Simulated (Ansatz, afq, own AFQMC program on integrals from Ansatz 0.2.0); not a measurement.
# H2Br (doublet): quantum Monte Carlo beside coupled cluster at distance H1–H2 along a hydrogen transfer = 0.745 Å, cc-pVTZ

How near does AFQMC come to the top of the ladder for H2Br (doublet)?

The runs use Ansatz 0.2.0, Gaussian basis, and an in-house AFQMC program (afq) on its integrals; all values are calculated; cc-pVTZ, frozen cores.

Plan: PBE (unrestricted); CCSD(T) on UHF; CCSDT(Q) on UHF; r2SCAN (unrestricted); PBE0 (unrestricted); B3LYP (unrestricted); wB97M-V (unrestricted); B2PLYP (unrestricted); Phaseless AFQMC, CISD trial on UHF; Phaseless AFQMC, single-determinant trial on UHF.

## (1) What is computed

The geometry derives from fragments relaxed apart (PBE0/def2-TZVP) and kept rigid, so it is no stationary point. A hydrogen atom is moved between rigid fragments. No spin-orbit coupling is included. The filled d shell of Br may be among the frozen orbitals whatever the setting's name suggests; the logs give the count.

3 atoms, charge 0, spin multiplicity 2.

Atoms are counted from 1 here; the program's logs count them from 0.

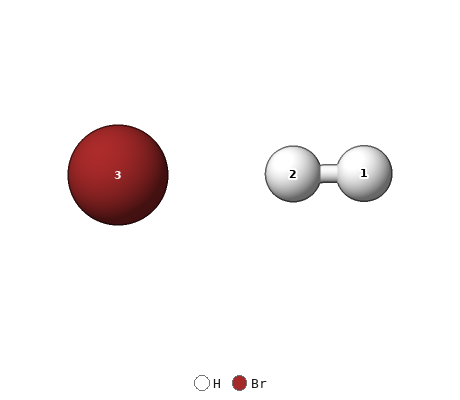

The structure; hydrogen white, bromine red; atoms are numbered from 1 in the order of the file.

## (2) PBE (unrestricted)

File in.yaml:

```yaml
crystal:
  periodic: [false, false, false]
  atoms:
    - {symbol: H, position_ang: [0.000000, 0.000000, -1.112000]}
    - {symbol: H, position_ang: [0.000000, 0.000000, -0.367000]}
    - {symbol: Br, position_ang: [0.000000, 0.000000, 1.479000]}
basis:
  gaussian: {orbitals: cc-pVTZ}
magnetization: {spin_polarized: true, initial_magnetization: 1}
hamiltonian: {xc: {name: PBE}}
output: {orbitals: {seedname: orbitals}}
```

On the command line:

```sh
$ ansatz run in.yaml --threads 1 --pin off --events-out ev --progress --plain --max-ram 5632MiB --backend cpu
```

The log of the run:

```text
Functional definition: PBE
  name "PBE"
  cite "Perdew, Burke & Ernzerhof, Phys. Rev. Lett. 77, 3865 (1996) doi:10.1103/PhysRevLett.77.3865"
  parent pbe
  parameter kappa = 0.804
  parameter beta = 0.06672455060314922
  exchange = pbe_x(kappa = kappa, mu = beta*pi^2/3)
  correlation = pbe_c(beta = beta)
494 factors; their error is unknown
mean field evaluation 1: about -70066.9165 eV, gradient 9.4e0 eV
mean field evaluation 2: about -70066.8619 eV, gradient 9.1e0 eV
mean field evaluation 4: about -70067.4617 eV, gradient 3.8e-1 eV
mean field evaluation 8: about -70067.4583 eV, gradient 9.5e-2 eV
mean field evaluation 16: about -70066.1889 eV, gradient 7.3e0 eV
mean field evaluation 32: about -70067.4583 eV, gradient 1.6e-5 eV
mean field -70067.45831003 eV, -2574.9315994647 hartree, gradient 1.6e-5 eV, S^2 0.752978; 4 other end points of the search recorded, 0 dependent functions left out
reference -70067.45833739 eV, -2574.9316004699 hartree; 19, 18 occupied and 52, 53 virtual orbitals, 494 factors
Total energy: -70067.45833739 eV, -2574.9316004699 hartree
```

Run time: 1.7 s. Hardware: 1 thread of AMD EPYC 7R13 (Zen 3), shared host; peak memory 0.72 GiB.

From the report: ⟨S²⟩ of the determinant 0.753 (pure doublet: 0.75).

## (3) CCSD(T) on UHF

in.yaml: that of step 2 with these lines changed.

```diff
@@ -9,3 +9,2 @@
 magnetization: {spin_polarized: true, initial_magnetization: 1}
-hamiltonian: {xc: {name: PBE}}
-output: {orbitals: {seedname: orbitals}}
+correlation: {method: ccsd_t, electrons: outside_noble_gas, hamiltonian_folder: ham}
```

On the command line:

```sh
$ ansatz run in.yaml --threads 1 --pin off --events-out ev --progress --plain --max-ram 16896MiB --backend cuda --devices 0, --max-vram 18GiB
```

The log of the run, shortened:

```text
Functional definition: HF
  name "HF"
  cite "Fock, Z. Phys. 61, 126 (1930) doi:10.1007/BF01340294"
  parent pbe
[...]
421 factors; integrals over basis functions are off by at most 1.2e-3 eV
[...]
mean field -70029.99147476 eV, -2573.5547186644 hartree, gradient 1.8e-6 eV, S^2 0.768308; 9 other end points of the search recorded, 0 dependent functions left out
determinant -70029.99147476 eV, -2573.5547186644 hartree, with singles and doubles -70035.52525268 eV, -2573.7580812520 hartree
determinant -70029.32244566 eV, -2573.5301322984 hartree, with singles and doubles -70034.81924988 eV, -2573.7321361275 hartree
14 core orbitals not correlated: weight in the atoms' cores, before any rotation towards them, 1.000 or more for the frozen orbitals, at most 0.000 for the correlated occupied ones
reference -70029.99147476 eV, -2573.5547186644 hartree; 5, 4 occupied and 52, 53 virtual orbitals, 421 factors
second order -4.76842865 eV of doubles, -0.00000000 eV of singles
cycle   1  -5.47588530 eV  change   -2.6e-1 eV  update   1.3e-2
[...]
cycle   8  -5.48407208 eV  change    2.4e-6 eV  update   6.2e-6
perturbative correction -0.15517079 eV, -0.0057024213 hartree
Total energy: -70035.63071763 eV, -2573.7619570174 hartree
```

Wall time 2.1 s (1 × NVIDIA H100 80GB HBM3 with 1 thread of AMD EPYC 7R13 (Zen 3), shared host); peak host memory 0.83 GiB.

From the report: ⟨S²⟩ of the determinant 0.768 (pure doublet: 0.75); correlation -5.6392 eV; T1 0.011; largest double amplitude 0.04.

This run also writes the integrals to the folder ham.

## (4) CCSDT(Q) on UHF

in.yaml: that of step 3 with these lines changed.

```diff
@@ -9,2 +9,2 @@
 magnetization: {spin_polarized: true, initial_magnetization: 1}
-correlation: {method: ccsd_t, electrons: outside_noble_gas, hamiltonian_folder: ham}
+correlation: {method: ccsdt_q, electrons: outside_noble_gas}
```

The command is unchanged.

The log of the run, shortened:

```text
Functional definition: HF
  name "HF"
  cite "Fock, Z. Phys. 61, 126 (1930) doi:10.1007/BF01340294"
  parent pbe
[...]
738 factors; integrals over basis functions are off by at most 2.3e-7 eV
[...]
mean field -70029.99149169 eV, -2573.5547192865 hartree, gradient 4.9e-6 eV, S^2 0.768308; 7 other end points of the search recorded, 0 dependent functions left out
determinant -70029.99149169 eV, -2573.5547192865 hartree, with singles and doubles -70035.52529202 eV, -2573.7580826977 hartree
determinant -70029.32246275 eV, -2573.5301329266 hartree, with singles and doubles -70034.81929063 eV, -2573.7321376250 hartree
14 core orbitals not correlated: weight in the atoms' cores, before any rotation towards them, 1.000 or more for the frozen orbitals, at most 0.000 for the correlated occupied ones
reference -70029.99149169 eV, -2573.5547192865 hartree; 5, 4 occupied and 52, 53 virtual orbitals, 738 factors
second order -4.76845235 eV of doubles, -0.00000000 eV of singles
cycle   1  -5.29944879 eV  change   -5.3e-1 eV  update   5.7e-2
[...]
cycle  14  -5.65684042 eV  change    4.2e-7 eV  update   2.2e-7
perturbative correction -0.00443020 eV, -0.0001628070 hartree
Total energy: -70035.65276232 eV, -2573.7627671447 hartree
```

Run time: 3 s. Hardware: 1 × NVIDIA H100 80GB HBM3 with 1 thread of AMD EPYC 7R13 (Zen 3), shared host; peak host memory 0.87 GiB.

From the report: ⟨S²⟩ of the determinant 0.768 (pure doublet: 0.75); correlation -5.6613 eV; T1 0.011; largest double amplitude 0.05.

## (5) r2SCAN (unrestricted)

in.yaml: that of step 4 with these lines changed.

```diff
@@ -9,2 +9,2 @@
 magnetization: {spin_polarized: true, initial_magnetization: 1}
-correlation: {method: ccsdt_q, electrons: outside_noble_gas}
+hamiltonian: {xc: {name: r2SCAN}}
```

On the command line:

```sh
$ ansatz run in.yaml --threads 1 --pin off --events-out ev --progress --plain --max-ram 5632MiB --backend cpu
```

The log of the run, shortened:

```text
Functional definition: r2SCAN
  name "r2SCAN"
  cite "Furness, Kaplan, Ning, Perdew & Sun, J. Phys. Chem. Lett. 11, 8208 (2020) doi:10.1021/acs.jpclett.0c02405"
  cite "Furness, Kaplan, Ning, Perdew & Sun, J. Phys. Chem. Lett. 11, 9248 (2020) doi:10.1021/acs.jpclett.0c03077"
  parent r2scan
[...]
494 factors; their error is unknown
[...]
mean field -70077.65303974 eV, -2575.3062488711 hartree, gradient 2.4e-5 eV, S^2 0.756419; 4 other end points of the search recorded, 0 dependent functions left out
reference -70077.65304840 eV, -2575.3062491893 hartree; 19, 18 occupied and 52, 53 virtual orbitals, 494 factors
Total energy: -70077.65304840 eV, -2575.3062491893 hartree
```

Wall time 4.1 s (1 thread of AMD EPYC 7R13 (Zen 3), shared host); peak memory 0.72 GiB.

From the report: ⟨S²⟩ of the determinant 0.756 (pure doublet: 0.75).

## (6) PBE0 (unrestricted)

in.yaml: that of step 5 with these lines changed.

```diff
@@ -9,2 +9,3 @@
 magnetization: {spin_polarized: true, initial_magnetization: 1}
-hamiltonian: {xc: {name: r2SCAN}}
+hamiltonian: {xc: {name: PBE0}}
+output: {orbitals: {seedname: orbitals}}
```

Launched as before.

The log of the run:

```text
Functional definition: PBE0
  name "PBE0"
  cite "Adamo & Barone, J. Chem. Phys. 110, 6158 (1999) doi:10.1063/1.478522"
  cite "Perdew, Burke & Ernzerhof, Phys. Rev. Lett. 77, 3865 (1996) doi:10.1103/PhysRevLett.77.3865"
  parent pbe
  parameter a = 0.25
  parameter kappa = 0.804
  parameter beta = 0.06672455060314922
  exchange = (1 - a)*pbe_x(kappa = kappa, mu = beta*pi^2/3) + a*exact_x
  correlation = pbe_c(beta = beta)
533 factors; their error is unknown
mean field evaluation 1: about -70069.5089 eV, gradient 5.6e0 eV
mean field evaluation 2: about -70069.6438 eV, gradient 2.6e0 eV
mean field evaluation 4: about -70069.6828 eV, gradient 1.7e-1 eV
mean field evaluation 8: about -70069.9077 eV, gradient 3.9e-2 eV
mean field evaluation 16: about -70069.3834 eV, gradient 4.7e0 eV
mean field -70069.90775147 eV, -2575.0216147773 hartree, gradient 1.2e-5 eV, S^2 0.755708; 1 other end points of the search recorded, 0 dependent functions left out
reference -70069.90777167 eV, -2575.0216155196 hartree; 19, 18 occupied and 52, 53 virtual orbitals, 533 factors
Total energy: -70069.90777167 eV, -2575.0216155196 hartree
```

It took 1.1 s on 1 thread of AMD EPYC 7R13 (Zen 3), shared host; peak memory 1.1 GiB.

From the report: ⟨S²⟩ of the determinant 0.756 (pure doublet: 0.75).

## (7) B3LYP (unrestricted)

in.yaml: that of step 6 with these lines changed.

```diff
@@ -9,3 +9,2 @@
 magnetization: {spin_polarized: true, initial_magnetization: 1}
-hamiltonian: {xc: {name: PBE0}}
-output: {orbitals: {seedname: orbitals}}
+hamiltonian: {xc: {name: B3LYP}}
```

Launched as before.

The log of the run, shortened:

```text
Functional definition: B3LYP
  name "B3LYP"
  cite "Stephens, Devlin, Chabalowski & Frisch, J. Phys. Chem. 98, 11623 (1994) doi:10.1021/j100096a001"
  cite "Becke, Phys. Rev. A 38, 3098 (1988) doi:10.1103/PhysRevA.38.3098"
  cite "Lee, Yang & Parr, Phys. Rev. B 37, 785 (1988) doi:10.1103/PhysRevB.37.785"
  cite "Vosko, Wilk & Nusair, Can. J. Phys. 58, 1200 (1980) doi:10.1139/p80-159"
[...]
524 factors; their error is unknown
[...]
mean field -70079.12785603 eV, -2575.3604473700 hartree, gradient 1.4e-5 eV, S^2 0.754409; 1 other end points of the search recorded, 0 dependent functions left out
reference -70079.12803918 eV, -2575.3604541006 hartree; 19, 18 occupied and 52, 53 virtual orbitals, 524 factors
Total energy: -70079.12803918 eV, -2575.3604541006 hartree
```

Wall time 1.2 s (1 thread of AMD EPYC 7R13 (Zen 3), shared host); peak memory 1.5 GiB.

From the report: ⟨S²⟩ of the determinant 0.754 (pure doublet: 0.75).

## (8) wB97M-V (unrestricted)

in.yaml: that of step 7 with these lines changed.

```diff
@@ -9,2 +9,3 @@
 magnetization: {spin_polarized: true, initial_magnetization: 1}
-hamiltonian: {xc: {name: B3LYP}}
+hamiltonian: {xc: {name: wB97M-V}}
+output: {orbitals: {seedname: orbitals}}
```

Launched as before.

The log of the run, shortened:

```text
Functional definition: wB97M-V
  name "wB97M-V"
  cite "Mardirossian & Head-Gordon, J. Chem. Phys. 144, 214110 (2016) doi:10.1063/1.4952647"
  cite "Becke, J. Chem. Phys. 107, 8554 (1997) doi:10.1063/1.475007"
  cite "Vydrov & Van Voorhis, J. Chem. Phys. 133, 244103 (2010) doi:10.1063/1.3521275"
  # Of w^i u^j: cxij and so on, Table III.
[...]
  gx(w, u) = 1 - cx + cx01*u + cx10*w
  gss(w, u) = css00 + css04*u^4 + css10*w + css20*w^2 + css43*w^4*u^3
  gos(w, u) = cos00 + cos10*w + (cos20 + cos21*u)*w^2 + (cos60 + cos61*u)*w^6
[...]
      + integral(e_c_pw_mod_opposite_spin*gos(b97_w_opposite, b97_u_opposite)) + vv10(b, c)
516 factors; their error is unknown
93 factors; integrals over basis functions are off by at most 4.8e-5 eV
[...]
mean field -70073.84488289 eV, -2575.1663016882 hartree, gradient 2.4e-5 eV, S^2 0.754238; 1 other end points of the search recorded, 0 dependent functions left out
reference -70073.84491200 eV, -2575.1663027578 hartree; 19, 18 occupied and 52, 53 virtual orbitals, 516 factors
Total energy: -70073.84491200 eV, -2575.1663027578 hartree
```

Run time: 8.5 s. Hardware: 1 thread of AMD EPYC 7R13 (Zen 3), shared host; peak memory 1.6 GiB.

From the report: ⟨S²⟩ of the determinant 0.754 (pure doublet: 0.75).

## (9) B2PLYP (unrestricted)

in.yaml: that of step 8 with these lines changed.

```diff
@@ -9,3 +9,3 @@
 magnetization: {spin_polarized: true, initial_magnetization: 1}
-hamiltonian: {xc: {name: wB97M-V}}
-output: {orbitals: {seedname: orbitals}}
+hamiltonian: {xc: {name: B2PLYP}}
+correlation: {electrons: outside_noble_gas}
```

Launched as before.

The log of the run, shortened:

```text
Functional definition: B2PLYP
  name "B2PLYP"
  cite "Grimme, J. Chem. Phys. 124, 034108 (2006) doi:10.1063/1.2148954"
  cite "Becke, Phys. Rev. A 38, 3098 (1988) doi:10.1103/PhysRevA.38.3098"
  cite "Lee, Yang & Parr, Phys. Rev. B 37, 785 (1988) doi:10.1103/PhysRevB.37.785"
[...]
421 factors; integrals over basis functions are off by at most 1.2e-3 eV
[...]
mean field -70065.07240316 eV, -2574.8439190042 hartree, gradient 3.9e-6 eV, S^2 0.759348; 4 other end points of the search recorded, 0 dependent functions left out
14 core orbitals not correlated: weight in the atoms' cores, before any rotation towards them, 1.000 or more for the frozen orbitals, at most 0.000 for the correlated occupied ones
reference -70065.07251896 eV, -2574.8439232600 hartree; 5, 4 occupied and 52, 53 virtual orbitals, 421 factors
second order -5.79820593 eV of doubles, -0.00000000 eV of singles
Total energy: -70066.63803456 eV, -2574.9014548972 hartree
```

Run time: 2.3 s. Hardware: 1 thread of AMD EPYC 7R13 (Zen 3), shared host; peak memory 1.6 GiB.

From the report: ⟨S²⟩ of the determinant 0.759 (pure doublet: 0.75).

## (10) Phaseless AFQMC, CISD trial on UHF

It reads the integrals that the CCSD(T) run on this determinant wrote.

On the command line:

```sh
$ afq ham --method phaseless --trial cisd --walkers 4000 --populations 20 --least-time 60 --time-step 0.005 --steps-per-block 50 --equilibration-blocks 28 --max-blocks 4000 --target-error 0.00018 --factor-cut 1e-05 --start spin_pure --seed 5073 --release-times 0.24,0.51,0.99,1.62,2.4 --release-step 0.03 --release-every 3 --taylor-order 6
```

The log of the run:

```text
orbitals 57  electrons 5 4  factors 360 of 421
reference energy -2573.55471866 Eh
CCSD correlation -0.20153593 Eh in 10 cycles, weight of the determinant in the CISD state 0.9147
energy of the start -2573.755797 Eh
 block  time / (1/Eh)  mean weight  energy / Eh
     1     0.250  1.0000  -2573.754609
     2     0.500  0.9998  -2573.756492
     3     0.750  1.0000  -2573.758276
     4     1.000  0.9999  -2573.759384
     5     1.250  0.9999  -2573.760371
     6     1.500  0.9999  -2573.761327
     7     1.750  0.9997  -2573.761597
     8     2.000  1.0000  -2573.761981
     9     2.250  1.0001  -2573.762307
    10     2.500  0.9998  -2573.762346
    11     2.750  0.9999  -2573.762552
    12     3.000  0.9999  -2573.762567
    13     3.250  1.0001  -2573.762323
    14     3.500  0.9997  -2573.762561
    15     3.750  1.0001  -2573.762002
    16     4.000  1.0001  -2573.762375
    17     4.250  0.9998  -2573.762517
    18     4.500  0.9999  -2573.762401
    19     4.750  0.9998  -2573.762226
    20     5.000  0.9997  -2573.762169
    21     5.250  1.0001  -2573.762968
    22     5.500  1.0000  -2573.763050
    23     5.750  1.0000  -2573.763060
    24     6.000  0.9997  -2573.762834
    25     6.250  1.0001  -2573.762952
    26     6.500  1.0000  -2573.762772
    27     6.750  1.0000  -2573.762778
    28     7.000  1.0001  -2573.762864
    29     7.250  0.9999  -2573.763092
    30     7.500  1.0001  -2573.762951
    31     7.750  1.0002  -2573.763480
    32     8.000  1.0004  -2573.763005
    33     8.250  0.9998  -2573.763085
    34     8.500  1.0002  -2573.762657
    35     8.750  1.0000  -2573.762403
    36     9.000  1.0001  -2573.762263
    37     9.250  1.0000  -2573.762514
    38     9.500  0.9999  -2573.762803
    39     9.750  1.0005  -2573.762820
    40    10.000  1.0000  -2573.762691
    41    10.250  1.0000  -2573.762887
    42    10.500  1.0002  -2573.762754
    43    10.750  1.0000  -2573.762350
    44    11.000  0.9999  -2573.762563
    45    11.250  1.0001  -2573.762713
    46    11.500  0.9999  -2573.762901
    47    11.750  1.0001  -2573.762475
    48    12.000  1.0000  -2573.762629
    49    12.250  1.0001  -2573.761987
    50    12.500  1.0001  -2573.761821
    51    12.750  0.9996  -2573.762106
    52    13.000  1.0000  -2573.761837
    53    13.250  1.0001  -2573.762001
    54    13.500  1.0000  -2573.762024
    55    13.750  1.0000  -2573.761915
    56    14.000  0.9995  -2573.762151
    57    14.250  1.0002  -2573.762454
    58    14.500  1.0000  -2573.762507
    59    14.750  0.9999  -2573.762624
    60    15.000  1.0000  -2573.762368
    61    15.250  1.0001  -2573.762347
    62    15.500  1.0002  -2573.762425
    63    15.750  0.9998  -2573.762710
    64    16.000  1.0000  -2573.762772
    65    16.250  1.0001  -2573.762644
    66    16.500  0.9999  -2573.762778
    67    16.750  1.0001  -2573.762567
    68    17.000  0.9996  -2573.762714
    69    17.250  1.0002  -2573.762971
    70    17.500  1.0000  -2573.762794
    71    17.750  0.9997  -2573.762735
    72    18.000  1.0004  -2573.762721
    73    18.250  0.9999  -2573.762578
    74    18.500  1.0001  -2573.762353
    75    18.750  0.9997  -2573.762478
    76    19.000  1.0001  -2573.762768
    77    19.250  1.0002  -2573.762203
    78    19.500  1.0003  -2573.761961
error from the spread of 20 populations
released: time / (1/Eh)  energy / Eh  error  mean overlap
  0.24  -2573.762685  0.000066  0.9971
  0.51  -2573.762719  0.000059  0.9960
  0.99  -2573.762877  0.000052  0.9914
  1.62  -2573.762816  0.000081  0.9835
  2.40  -2573.762914  0.000090  0.9695
energy -2573.762547 +/- 0.000071 Eh
```

It took 45 s on 1 × NVIDIA H100 80GB HBM3 with 2 threads of AMD EPYC 7R13 (Zen 3), shared host; peak host memory 1.6 GiB.

Energy -70035.6468 ± 0.0019 eV. Caveats: constraint bias not in the error.

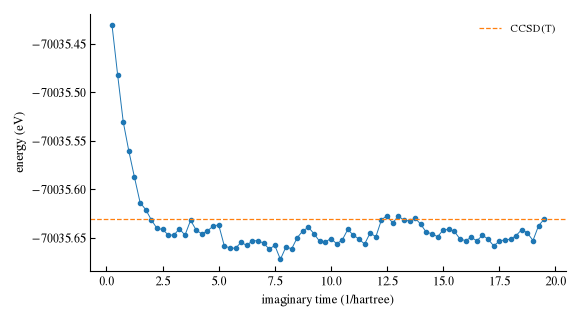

Block energies along the walk.

## (11) Phaseless AFQMC, single-determinant trial on UHF

It reads the integrals that the CCSD(T) run on this determinant wrote.

On the command line:

```sh
$ afq ham --method phaseless --trial hf --walkers 4000 --populations 20 --least-time 40 --time-step 0.005 --steps-per-block 20 --equilibration-blocks 112 --max-blocks 4000 --target-error 0.0009000000000000001 --factor-cut 1e-05 --start spin_pure --seed 9470 --taylor-order 6
```

The log of the run:

```text
orbitals 57  electrons 5 4  factors 360 of 421
reference energy -2573.55471866 Eh
CCSD correlation -0.20153593 Eh in 10 cycles, weight of the determinant in the CISD state 0.9147
energy of the start -2573.555163 Eh
 block  time / (1/Eh)  mean weight  energy / Eh
     1     0.100  1.0010  -2573.603519
     2     0.200  1.0012  -2573.637700
     3     0.300  1.0012  -2573.663443
     4     0.400  1.0012  -2573.682944
     5     0.500  1.0012  -2573.699541
     6     0.600  1.0009  -2573.709294
     7     0.700  1.0007  -2573.719258
     8     0.800  1.0004  -2573.726904
     9     0.900  1.0004  -2573.733122
    10     1.000  1.0004  -2573.737946
    13     1.300  1.0001  -2573.746087
    17     1.700  0.9999  -2573.753694
    21     2.100  1.0001  -2573.760001
    25     2.500  1.0001  -2573.762615
    29     2.900  1.0000  -2573.764290
    33     3.300  0.9998  -2573.764152
    37     3.700  0.9997  -2573.763316
    41     4.100  1.0001  -2573.762505
    45     4.500  0.9998  -2573.761817
    49     4.900  1.0000  -2573.763625
    53     5.300  0.9998  -2573.763538
    57     5.700  1.0001  -2573.762736
    61     6.100  0.9995  -2573.761326
    65     6.500  1.0000  -2573.762734
    69     6.900  1.0001  -2573.762029
    73     7.300  1.0001  -2573.761167
    77     7.700  1.0001  -2573.760492
    81     8.100  0.9998  -2573.762755
    85     8.500  1.0000  -2573.764461
    89     8.900  0.9998  -2573.765102
    93     9.300  0.9999  -2573.764355
    97     9.700  1.0000  -2573.761967
   101    10.100  0.9999  -2573.761167
   105    10.500  0.9998  -2573.763214
   109    10.900  0.9997  -2573.765168
   113    11.300  0.9997  -2573.765025
   117    11.700  1.0005  -2573.762882
   121    12.100  1.0002  -2573.761594
   125    12.500  0.9999  -2573.759203
   129    12.900  1.0002  -2573.761110
   133    13.300  1.0003  -2573.759175
   137    13.700  0.9999  -2573.761302
   141    14.100  0.9999  -2573.759844
   145    14.500  0.9999  -2573.762773
   149    14.900  0.9998  -2573.759500
   153    15.300  1.0001  -2573.757383
   157    15.700  1.0002  -2573.761120
   161    16.100  0.9999  -2573.759638
   165    16.500  0.9999  -2573.761255
   169    16.900  1.0003  -2573.759341
   173    17.300  1.0000  -2573.760376
   177    17.700  1.0001  -2573.759776
   181    18.100  1.0000  -2573.759554
   185    18.500  1.0001  -2573.757095
   189    18.900  1.0002  -2573.757970
error from the spread of 20 populations
energy -2573.760474 +/- 0.000821 Eh
```

Wall time 19 s (1 × NVIDIA H100 80GB HBM3 with 2 threads of AMD EPYC 7R13 (Zen 3), shared host); peak host memory 1.6 GiB.

Energy -70035.5904 ± 0.0223 eV. Caveats: constraint bias not in the error.

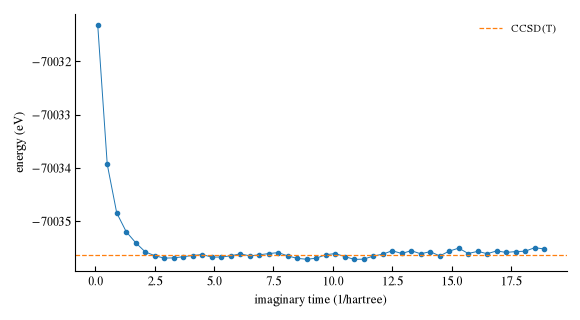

Block energies along the walk.

## (12) All levels side by side

On the UHF determinant, counted from CCSDT(Q) (a yardstick, not exact):

```csv
level,energy (eV),from CCSDT(Q) (kJ/mol),statistical error (kJ/mol),time
HF,-70029.9915,+546.2,,
MP2,-70034.7599,+86.1,,
CCSD,-70035.4755,+17.1,,
CCSD(T),-70035.6307,+2.1,,
CCSDT(Q),-70035.6528,0.0,,
"Phaseless AFQMC, CISD trial, step 0.005, 4000 walkers",-70035.6468,+0.6,0.2,45 s
"Phaseless AFQMC, single-determinant trial, step 0.005, 4000 walkers",-70035.5904,+6.0,2.2,19 s
```

The functionals' totals stand on their own zeros and serve differences with other points: PBE -70067.458 eV; r2SCAN -70077.653 eV; PBE0 -70069.908 eV; B3LYP -70079.128 eV; wB97M-V -70073.845 eV; B2PLYP -70066.638 eV.

## (13) What came out

| quantity | value |
| --- | --- |
| CCSD(T) on UHF from CCSDT(Q) | +2.1 kJ/mol |
| Phaseless AFQMC, CISD trial on UHF from CCSDT(Q) | +0.6 ± 0.2 kJ/mol |
| Phaseless AFQMC, single-determinant trial on UHF from CCSDT(Q) | +6.0 ± 2.2 kJ/mol |

In words: On UHF the phaseless walk with the CISD trial lies +0.6 kJ/mol from CCSDT(Q), 3 times its error bar. Error bars are statistical and leave out the constraint, the time step and what remains of the start.
